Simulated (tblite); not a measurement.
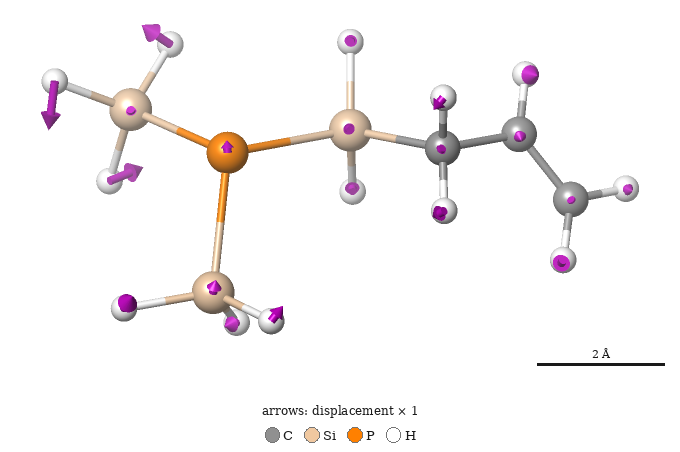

A relaxation of C3H13PSi3. The starting structure is drawn; purple arrows show the displacements, at their true length. The two geometries are superimposed by the best rigid fit.

A ball-and-stick model, seen from a free direction.

Method: GFN2-xTB geometry optimisation, gas phase (tblite 0.8.0). 

Q: What did the optimiser do to the structure, and how much energy did it gain?

A: The energy falls by 32.8 kJ/mol in 128 geometry steps. The atom that moves furthest after the best rigid fit is an H atom (0.80 Å). Largest moves by element: H 0.80 Å, Si 0.25 Å, P 0.20 Å, C 0.17 Å. Among the contacts that change: C–Si 1.861 → 1.908 Å, C–C 1.516 → 1.484 Å, C–H 1.107 → 1.076 Å, P–Si 2.206 → 2.229 Å. Bond angles that change, for instance: P–Si–H 103.8° → 113.0°, C–C–C 116.3° → 124.8°, P–Si–H 105.0° → 113.5°. Groups turn about P–Si by about 35°. Cost: 1.4 s on 1 thread of Intel(R) Xeon(R) 6975P-C, with other jobs on the host.
